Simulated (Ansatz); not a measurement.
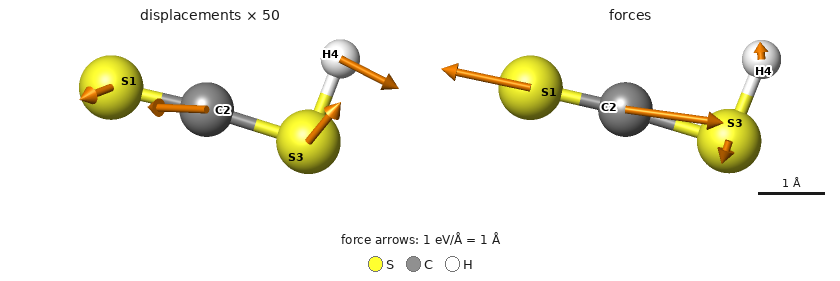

Left: CHS2 (charge +1), with orange arrows for the displacements applied to it. Right: the displaced structure with the computed forces. The picture is a ball-and-stick view, seen face on.

Method: RHF-CCSD(T), frozen core/def2-TZVPP in Ansatz. 

> Where do the forces point?

All atoms are moved at random (σ = 0.02 Å) from the PBE0-D4/def2-TZVP minimum. The energy rises by 0.81 kJ/mol. The largest force is 1.5 eV/Å, on C2. At other levels of theory the same distortion costs 2.55 kJ/mol (RKS PBE-D4/def2-TZVPP), 2.29 kJ/mol (RKS r2SCAN-D4/def2-TZVPP), 1.83 kJ/mol (RKS PBE0-D4/def2-TZVPP), 0.59 kJ/mol (RKS wB97M-V/def2-TZVPP). Near-neighbour distances before and after: C2–S3 1.633 → 1.657 Å, S3–H4 1.359 → 1.342 Å, S1–C2 1.498 → 1.488 Å. The forces point partly back against the displacements (cosine −0.33).
